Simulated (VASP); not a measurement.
Energy against volume of Ni (fcc). Calculation: PBE GGA with D3 dispersion (Becke-Johnson damping), VASP's PBE PAW potentials (set 64) (plane waves; VASP).

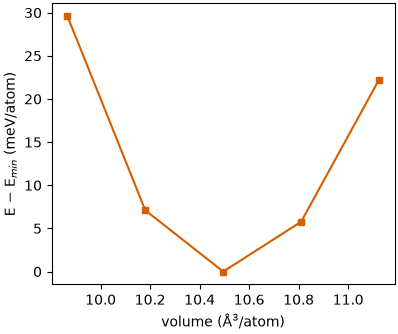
Fig. 1. Energy against volume

**Question.** Estimate the equilibrium volume and the bulk modulus.

**Answer.** The minimum lies near 10.5 Å³/atom, and the curvature gives B0 of about 220 GPa.

Measured: bulk modulus 192 GPa at 0 K (computed value off by +12.6 %), as given by Daniel Mejia-Rodriguez et al., Physical Review B (2018), arXiv:1807.09216 [0 K value with the zero-point phonon effect removed]; a 3.508 Å at 0 K (computed value off by -0.9 %), as given by Daniel Mejia-Rodriguez et al., Physical Review B (2018), arXiv:1807.09216 [static lattice: zero-point anharmonic expansion removed].

The compound is Ni in the fcc structure. It was relaxed first.
